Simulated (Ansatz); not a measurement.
## Rh wire along [100], 25 atoms a period: bands along the axis

Aim: is the Rh wire along [100], 25 atoms a period a metal or a semiconductor?

Program: Ansatz 0.2.0. Level of theory: DFT PBE, plane waves, PAW; relaxation of a wire's period; PAW set soft_1, in the first sound run; inputs show where later runs differ. Results are calculated unless marked as measured.

**1. Set-up**

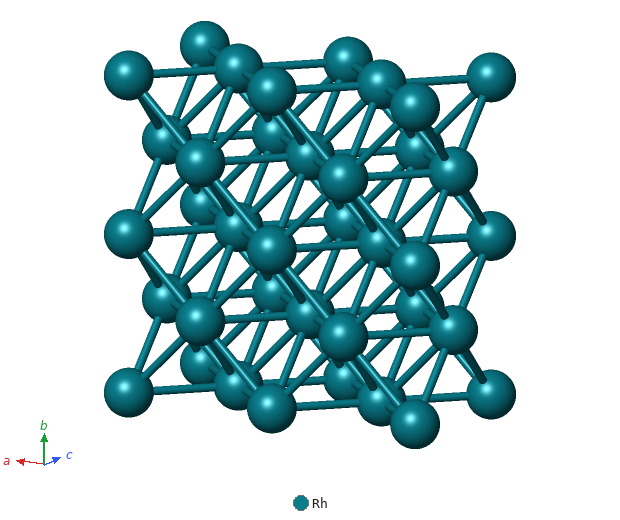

The cell as given, at a slant to the c axis (rhodium blue). Some periodic images of atoms are drawn too.

The cell holds 25 atoms: 25 Rh. Its edges and angles: a = 14.460 Å, b = 14.460 Å, c = 3.830 Å, α = 90.0°, β = 90.0°, γ = 90.0°. Vacuum lies along a and b. The structure's axis is c.

**2. Relaxation of atoms and period**

Band widths follow the bond lengths, so the wire is relaxed first. The atoms and the third cell vector are free; the box across stays fixed as vacuum. A Fermi-Dirac smearing is set since the result may be a metal. The pressure printed is a third of the stress's trace over the whole box, vacuum included; only the stress along the axis is relaxed.

input.yaml

```yaml
crystal:
  lattice:
    - [14.46, 0.0, 0.0]
    - [0.0, 14.46, 0.0]
    - [0.0, 0.0, 3.83]
  atoms:
    - { symbol: Rh, position: [0.235131397, 0.235131397, 0.0] }
    - { symbol: Rh, position: [0.235131397, 0.5, 0.0] }
    - { symbol: Rh, position: [0.235131397, 0.764868603, 0.0] }
    - { symbol: Rh, position: [0.367565698, 0.367565698, 0.0] }
    - { symbol: Rh, position: [0.367565698, 0.632434302, 0.0] }
    - { symbol: Rh, position: [0.5, 0.235131397, 0.0] }
    - { symbol: Rh, position: [0.5, 0.5, 0.0] }
    - { symbol: Rh, position: [0.5, 0.764868603, 0.0] }
    - { symbol: Rh, position: [0.632434302, 0.367565698, 0.0] }
    - { symbol: Rh, position: [0.632434302, 0.632434302, 0.0] }
    - { symbol: Rh, position: [0.764868603, 0.235131397, 0.0] }
    - { symbol: Rh, position: [0.764868603, 0.5, 0.0] }
    - { symbol: Rh, position: [0.764868603, 0.764868603, 0.0] }
    - { symbol: Rh, position: [0.235131397, 0.367565698, 0.5] }
    - { symbol: Rh, position: [0.235131397, 0.632434302, 0.5] }
    - { symbol: Rh, position: [0.367565698, 0.235131397, 0.5] }
    - { symbol: Rh, position: [0.367565698, 0.5, 0.5] }
    - { symbol: Rh, position: [0.367565698, 0.764868603, 0.5] }
    - { symbol: Rh, position: [0.5, 0.367565698, 0.5] }
    - { symbol: Rh, position: [0.5, 0.632434302, 0.5] }
    - { symbol: Rh, position: [0.632434302, 0.235131397, 0.5] }
    - { symbol: Rh, position: [0.632434302, 0.5, 0.5] }
    - { symbol: Rh, position: [0.632434302, 0.764868603, 0.5] }
    - { symbol: Rh, position: [0.764868603, 0.367565698, 0.5] }
    - { symbol: Rh, position: [0.764868603, 0.632434302, 0.5] }
kpoints:
  mp_grid: { grid: [1, 1, 21] }
scf:
  occupations: { method: fermi_dirac, width: 0.05 }
hamiltonian:
  xc: pbe
  pseudopotentials: { kind: paw, azcp: { folder: soft_1 } }
relax:
  cell: { fix: [a, b, alpha, beta, gamma] }
  max_steps: 45
  f_tol: 0.03
```

The run is started by

```sh
> ansatz run input.yaml --threads 16 --pin off --max-ram 61440MiB --backend cuda --events-out ev --progress --plain --runs-dir out --max-vram 78GiB
```

Numbers of over 12 decimals in the logs are rounded to 6 here.

Output:

```text
Engine: ansatz 0.2.0, aarch64-unknown-linux-gnu
Pseudopotentials: kind: paw
Pseudopotential: Rh, paw, valence charge 17, recommended cutoff 420 eV (normal), soft_1/Rh.paw.azcp
Functional definition: PBE
  parameter kappa = 0.804
  parameter beta = 0.066725
  exchange = pbe_x(kappa = kappa, mu = beta*pi^2/3)
  correlation = pbe_c(beta = beta)
[...]
Crystal: 25 atoms, lattice volume = 800.821 Å³
Basis set: ecut = 420 eV, 15665 PW (Γ), exchange–correlation on 200×200×54 points (8 copies of the dense FFT grid, shifted against one another)
Bands: 255, of which v1, the nominal top of the filled ones, is band 213 counted from 1 (212 counted from 0)
Symmetry: 16 space group operations
Space group: P4/mmm (ITA 123), of the structure as read, at distance tolerance 9.3e-5 Å
k-points: 11 of 21
Non-local potential: Rh, projectors of the file, l = 0: 3, l = 1: 2, l = 2: 2, l = 3: 1
PAW form: soft (Blöchl's): semilocal exchange-correlation on the pseudo side does not see the compensation charge
PAW one-centre angular grid: Rh, 590 points (default); XC on 64 Gauss nodes
Initial density: superposition of atomic densities (neutral atoms: chi_scale 0, normalization atom)
Initial wavefunctions: pseudopotential atomic-orbital guess
[...]
Functional: x = pbe(κ = 0.804, μ = 0.219515), c = pbe(β = 0.066725)
SCF iter   1: F=—  HF=-160061.923391 eV  |F-HF|=—  |Δ(HF+E_count)|=         —  Δρ=6.00e-2  dr2=4.17e1  ethr=3.10e-3  ⟨swp⟩=6.4  Hψ=9592  notcnv=0  defer=87
preconditioner: auto → LDOS  [metal: Δε(μ)=0.003 eV  Ē_g=4.761 eV  σ=0.050 eV  W_gap=0.02  n_scr=210 (ndim 8)  ℏωp=19.7 eV  f_vac=0.438  D(μ)=48.92/eV (n_scr^D=468)  β→1.0]
SCF iter   2: F=—  HF=-160069.286582 eV  |F-HF|=—  |Δ(HF+E_count)|=    7.36e0  Δρ=7.92e-2  dr2=6.42e1  ethr=3.10e-3  ⟨swp⟩=3.1  Hψ=7436  notcnv=0  defer=151
[...]
SCF iter  12: F=-160050.937468 eV  HF=-160050.937468 eV  |F-HF|=1.94e-8  |Δ(HF+E_count)|=   1.27e-8  Δρ=1.39e-6  dr2=3.16e-8  ethr=2.35e-11  ⟨swp⟩=4.0  Hψ=8166  notcnv=0
SCF 1 converged in 12 iterations: F = -160050.937468 eV  dr2 = 3.16e-8
  greatest PAW one-centre occupation: 1.000 electrons in one spin orbital (limit 2), on the Rh atom at site 6 (counted from 0), in its partial waves of l = 0
relax step   1: F+E_penalty+E_count = -160050.93746771 eV  Δ(F+E_penalty+E_count) = +0.000e0 eV  max|allowed force component| = 9.961e-1 eV/Å  Δτ_max = 0.0000 Å  P = -5.277 GPa  Ω = 800.821 Å³  fix = [a, b, alpha, beta, gamma]  reactions: a -4.658, b -4.658 GPa  (12 SCF iters, dr2 threshold 1.00e-7 eV, accepted)
[...]
Crystal: 25 atoms, lattice volume = 764.299 Å³
Basis set: ecut = 420 eV, 14873 PW (Γ), exchange–correlation on 200×200×54 points (8 copies of the dense FFT grid, shifted against one another)
[...]
SCF iter   1: F=—  HF=-160052.112207 eV  |F-HF|=—  |Δ(HF+E_count)|=         —  Δρ=2.42e-2  dr2=1.65e1  ethr=3.10e-3  ⟨swp⟩=6.0  Hψ=9551  notcnv=0  defer=101
preconditioner: auto → LDOS  [metal: Δε(μ)=0.006 eV  Ē_g=5.016 eV  σ=0.050 eV  W_gap=0.03  n_scr=198 (ndim 8)  ℏωp=20.1 eV  f_vac=0.465  D(μ)=46.51/eV (n_scr^D=458)  β→1.0]
SCF iter   2: F=—  HF=-160051.770132 eV  |F-HF|=—  |Δ(HF+E_count)|=   3.42e-1  Δρ=1.03e-2  dr2=5.76e-1  ethr=3.10e-3  ⟨swp⟩=2.0  Hψ=3506  notcnv=0  defer=166
[...]
SCF iter   9: F=-160051.639590 eV  HF=-160051.639590 eV  |F-HF|=3.47e-7  |Δ(HF+E_count)|=   3.61e-7  Δρ=6.48e-6  dr2=4.71e-7  ethr=5.88e-10  ⟨swp⟩=4.5  Hψ=8862  notcnv=0
SCF 2 converged in 9 iterations: F = -160051.639590 eV  dr2 = 4.71e-7
  greatest PAW one-centre occupation: 1.000 electrons in one spin orbital (limit 2), on the Rh atom at site 9 (counted from 0), in its partial waves of l = 0
relax step   2: F+E_penalty+E_count = -160051.63958995 eV  Δ(F+E_penalty+E_count) = -7.021e-1 eV  max|allowed force component| = 7.322e-1 eV/Å  Δτ_max = 0.1949 Å  P = +3.908 GPa  Ω = 764.299 Å³  energy of the carried Pulay correction = +9.840e-3 eV  fix = [a, b, alpha, beta, gamma]  reactions: a +3.688, b +3.688 GPa  (9 SCF iters, dr2 threshold 2.50e-6 eV, accepted)
[...]
Crystal: 25 atoms, lattice volume = 776.731 Å³
[...]
iter 1 solved again at ethr=9.00e-4 eV; its pass at ethr=3.10e-3 eV (dr2=3.83e0 eV) is discarded
[...]
SCF 3 converged in 8 iterations: F = -160052.031107 eV  dr2 = 3.84e-7
[...]
SCF 4 converged in 7 iterations: F = -160052.049064 eV  dr2 = 1.37e-7
[...]
SCF 5 converged in 7 iterations: F = -160052.049963 eV  dr2 = 2.07e-8
[...]
SCF 6 converged in 7 iterations: F = -160052.041204 eV  dr2 = 5.17e-11
[...]
SCF converged after 7 iterations
[...]
k-point 10: bands = ["-71.5431", "-71.5410", "-71.5410", "-71.5406", "-71.4838", "-71.4654", "-71.4654", "-71.4472", "-71.3793", "-70.8588", "-70.8586", "-70.8586", "-70.8584", "-70.8458", "-70.8456", "-70.8456", "-70.8453", "-70.8281", "-70.8280", "-70.8280", "-70.8278", "-70.3789", "-70.3789", "-70.3789", "-70.3789", "-39.7009", "-39.6916", "-39.6916", "-39.6505", "-39.6254", "-39.5975", "-39.5975", "-39.5836", " [...]
--- Relaxed structure (5 steps of the walk, 5 accepted, 1 SCFs on fresh bases) ---
  F+E_penalty+E_count = -160052.04120435 eV   max|allowed force component| = 8.039e-3 eV/Å   (the final SCF, on the basis selected at the relaxed cell)
  cell:  # Å, volume = 773.5341 Å³
    - [14.46, 0.0, 0.0]
    - [0.0, 14.46, 0.0]
    - [0.0, 0.0, 3.699499]
  atoms:
    - { symbol: Rh, position: [0.241214, 0.241214, 0.0] }
    - { symbol: Rh, position: [0.238584, 0.500000, 0.0] }
    - { symbol: Rh, position: [0.241214, 0.758786, 0.0] }
    - { symbol: Rh, position: [0.366667, 0.366667, 0.0] }
    - { symbol: Rh, position: [0.366667, 0.633333, 0.0] }
    - { symbol: Rh, position: [0.500000, 0.238584, 0.0] }
    - { symbol: Rh, position: [0.500000, 0.500000, 0.0] }
    - { symbol: Rh, position: [0.500000, 0.761416, 0.0] }
    - { symbol: Rh, position: [0.633333, 0.366667, 0.0] }
    - { symbol: Rh, position: [0.633333, 0.633333, 0.0] }
    - { symbol: Rh, position: [0.758786, 0.241214, 0.0] }
    - { symbol: Rh, position: [0.761416, 0.500000, 0.0] }
    - { symbol: Rh, position: [0.758786, 0.758786, 0.0] }
    - { symbol: Rh, position: [0.236487, 0.368734, 0.5] }
    - { symbol: Rh, position: [0.236487, 0.631266, 0.5] }
    - { symbol: Rh, position: [0.368734, 0.236487, 0.5] }
    - { symbol: Rh, position: [0.368148, 0.500000, 0.5] }
    - { symbol: Rh, position: [0.368734, 0.763513, 0.5] }
    - { symbol: Rh, position: [0.500000, 0.368148, 0.5] }
    - { symbol: Rh, position: [0.500000, 0.631852, 0.5] }
    - { symbol: Rh, position: [0.631266, 0.236487, 0.5] }
    - { symbol: Rh, position: [0.631852, 0.500000, 0.5] }
    - { symbol: Rh, position: [0.631266, 0.763513, 0.5] }
    - { symbol: Rh, position: [0.763513, 0.368734, 0.5] }
    - { symbol: Rh, position: [0.763513, 0.631266, 0.5] }
```

It took 8.9 s on 1 × NVIDIA GB200 with 16 threads of Arm Neoverse V2, shared host; peak memory 1.3 GiB; 47 s of CPU time.

Step by step:

| step | energy less that of the first step (eV) | largest force component (eV/Å) | pressure (GPa) | volume (Å³) |
| --- | --- | --- | --- | --- |
| 1 | 0.0000 | 0.9961 | -5.28 | 800.82 |
| 2 | -0.7021 | 0.7322 | 3.91 | 764.30 |
| 3 | -1.0936 | 0.1689 | -0.59 | 776.73 |
| 4 | -1.1116 | 0.0544 | -0.02 | 773.94 |
| 5 | -1.1125 | 0.0080 | -0.03 | 773.53 |
| 6 | -1.1037 | 0.0080 | -0.01 | 773.53 |

The log counts 1 steps on a newly chosen plane-wave basis, not all of them marked here; energy and pressure can jump at such steps.

Forces are held to the 16 operations that the run works with; a distortion that breaks them can't arise in this run.

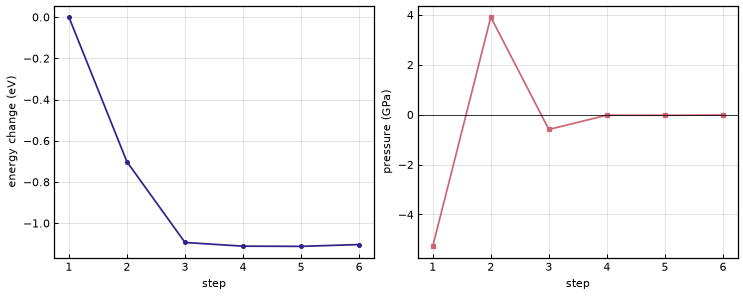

Energy and pressure along the relaxation.

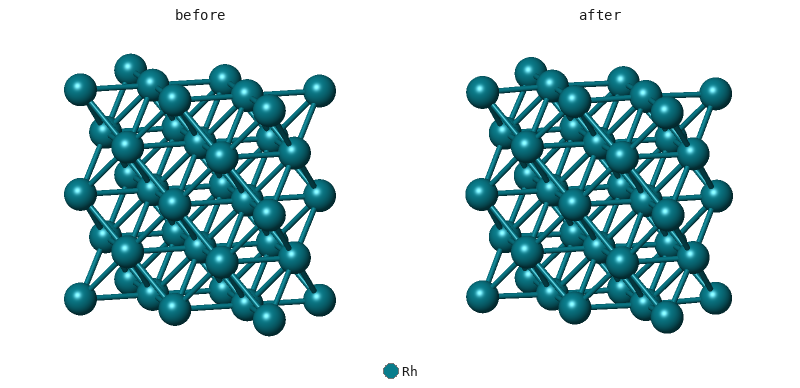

The structure before and after the relaxation, drawn at the same scale.

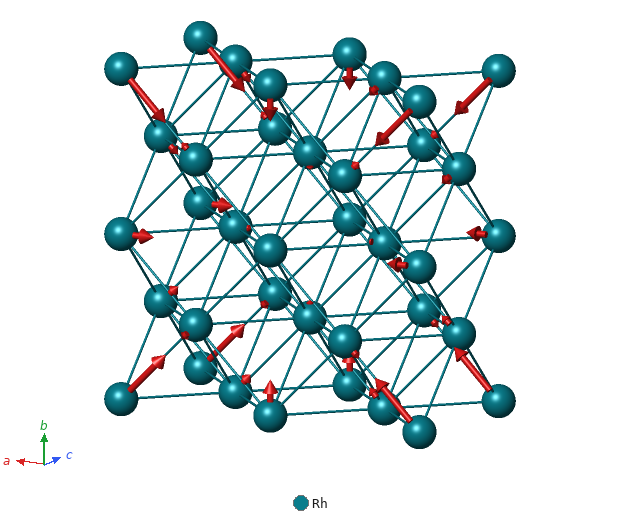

Displacements in the relaxation, exaggerated, measured against the changing cell; the longest in the cell stands for 0.12 Å. Some periodic images of atoms are drawn too.

```csv
cell as run,before,after,change
c (Å),3.830,3.699,-3.4 %
```

The atoms that moved most (Å, along periodic axes as changes of fractional coordinates times the final cell, across vacuum about the mean position):

```csv
atom,dx,dy,dz,length
Rh13,-0.088,-0.088,0.000,0.124
Rh11,-0.088,0.088,0.000,0.124
Rh3,0.088,-0.088,0.000,0.124
Rh1,0.088,0.088,0.000,0.124
Rh8,0.000,-0.050,0.000,0.050
Rh12,-0.050,0.000,0.000,0.050
Rh6,0.000,0.050,0.000,0.050
Rh2,0.050,0.000,0.000,0.050
```

This step gave:

* energy at zero smearing: -160051.8579 eV
* cell length along the wire: 3.699 Å

The cell's length comes to 3.699 Å with spin left out.

**3. The perfect wire**

This step: DFT PBE, plane waves, PAW; bands of a perfect wire; PAW set soft_1 (Ansatz 0.2.0).

At the relaxed period the bands are computed along the axis; those that cross an energy going forward count the channels that a perfect wire would open there.

input.yaml

```yaml
crystal:
  lattice:
    - [14.46, 0.0, 0.0]
    - [0.0, 14.46, 0.0]
    - [0.0, 0.0, 3.6994989257]
  atoms:
    - { symbol: Rh, position: [0.241214218, 0.241214218, 0.0] }
    - { symbol: Rh, position: [0.238583953, 0.5, 0.0] }
    - { symbol: Rh, position: [0.241214218, 0.758785782, 0.0] }
    - { symbol: Rh, position: [0.366666668, 0.366666668, 0.0] }
    - { symbol: Rh, position: [0.366666668, 0.633333332, 0.0] }
    - { symbol: Rh, position: [0.5, 0.238583953, 0.0] }
    - { symbol: Rh, position: [0.5, 0.5, 0.0] }
    - { symbol: Rh, position: [0.5, 0.761416047, 0.0] }
    - { symbol: Rh, position: [0.633333332, 0.366666668, 0.0] }
    - { symbol: Rh, position: [0.633333332, 0.633333332, 0.0] }
    - { symbol: Rh, position: [0.758785782, 0.241214218, 0.0] }
    - { symbol: Rh, position: [0.761416047, 0.5, 0.0] }
    - { symbol: Rh, position: [0.758785782, 0.758785782, 0.0] }
    - { symbol: Rh, position: [0.23648687, 0.368734353, 0.5] }
    - { symbol: Rh, position: [0.23648687, 0.631265647, 0.5] }
    - { symbol: Rh, position: [0.368734353, 0.23648687, 0.5] }
    - { symbol: Rh, position: [0.368147636, 0.5, 0.5] }
    - { symbol: Rh, position: [0.368734353, 0.76351313, 0.5] }
    - { symbol: Rh, position: [0.5, 0.368147636, 0.5] }
    - { symbol: Rh, position: [0.5, 0.631852364, 0.5] }
    - { symbol: Rh, position: [0.631265647, 0.23648687, 0.5] }
    - { symbol: Rh, position: [0.631852364, 0.5, 0.5] }
    - { symbol: Rh, position: [0.631265647, 0.76351313, 0.5] }
    - { symbol: Rh, position: [0.76351313, 0.368734353, 0.5] }
    - { symbol: Rh, position: [0.76351313, 0.631265647, 0.5] }
kpoints:
  mp_grid: { grid: [1, 1, 22] }
  band_path: { path: ["Γ", Z], npoints: 90 }
scf:
  occupations: { method: fermi_dirac, width: 0.05 }
hamiltonian:
  xc: pbe
  pseudopotentials: { kind: paw, azcp: { folder: soft_1 } }
output:
  dos: { e_range: [-5, 4] }
  write_potential: true
  write_density: true
  volumetric_format: npy
```

Output:

```text
[...]
Crystal: 25 atoms, lattice volume = 773.534 Å³
Basis set: ecut = 420 eV, 15105 PW (Γ)
Bands: 255, of which v1, the nominal top of the filled ones, is band 213 counted from 1 (212 counted from 0)
[... 1 set-up line as in the run before ...]
[...]
k-points: 12 of 22
[...]
SCF iter   1: F=—  HF=-160063.065996 eV  |F-HF|=—  |Δ(HF+E_count)|=         —  Δρ=6.13e-2  dr2=4.40e1  ethr=3.10e-3  ⟨swp⟩=6.9  Hψ=11395  notcnv=0  defer=91
[...]
SCF iter   6: F=—  HF=-160052.047449 eV  |F-HF|=—  |Δ(HF+E_count)|=   1.69e-3  Δρ=4.49e-4  dr2=3.26e-3  ethr=4.53e-6  ⟨swp⟩=3.0  Hψ=5757  notcnv=0  defer=182
[...]
SCF iter  10: F=—  HF=-160052.042488 eV  |F-HF|=—  |Δ(HF+E_count)|=   9.24e-7  Δρ=7.88e-6  dr2=7.41e-7  ethr=2.21e-9  ⟨swp⟩=2.4  Hψ=4271  notcnv=0  defer=182
[...]
SCF iter  12: F=-160052.042488 eV  HF=-160052.042488 eV  |F-HF|=1.81e-8  |Δ(HF+E_count)|=   8.99e-9  Δρ=1.30e-6  dr2=2.52e-8  ethr=2.35e-11  ⟨swp⟩=10.9  Hψ=8397  notcnv=0
SCF 1 converged in 12 iterations: F = -160052.042488 eV  dr2 = 2.52e-8
[...]
NSCF: frozen V_eff on 91 k-points
[...]
SCF converged after 12 iterations
[...]
```

It took 11 s on 1 × NVIDIA GB200 with 16 threads; peak memory 1.8 GiB; 99 s of CPU time.

Numbers from this step:

```
energy at zero smearing : -160051.8600 eV
band gap                : 0 eV
```

The electronic bands at the labelled points (eV, zero at the Fermi level; # counts the bands kept):

```csv
point,#49,#50,#51,#52,#53,#54,#55,#56
Γ,-0.04,0.05,0.10,0.10,0.12,0.12,0.12,0.12
Z,-0.19,-0.18,-0.12,-0.09,0.02,0.02,0.03,0.08
```

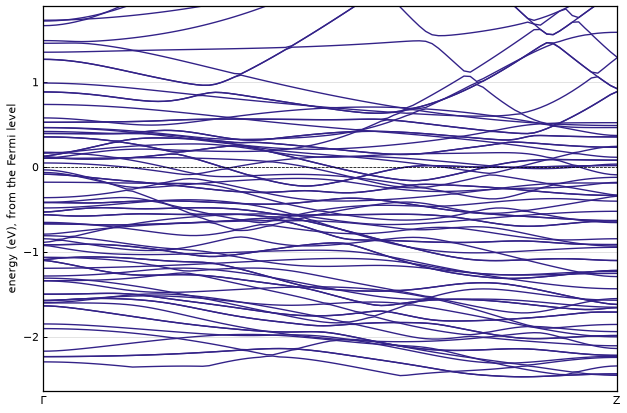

Electronic bands along the path.

Between Γ and Z the bands cross the Fermi level 19 times, so a perfect wire would conduct at least 19 G₀, with spin left out.

**4. Outcome**

```
cell length, PBE                                            : 3.699 Å
ballistic conductance by band crossings, a lower bound, PBE : 19 G₀
```

**Reading.** Under PBE the cell's length is 3.70 Å, and the bands cross the Fermi level 19 times between Γ and Z, which gives a perfect wire at least 19 G₀ (opposite crossings within one step of the path cancel in such a count). No spin was allowed, though thin wires with open d shells can turn magnetic.

[Logs are printed without paths, hosts, clocks, repeated set-up lines and the standing remarks that a program may print on its own settings, such as how far it seeks lower states.]

[Hosts, paths, dates, database ids (printed as entryN), source tags and the programs' standing remarks are cut or masked in the printed files.]
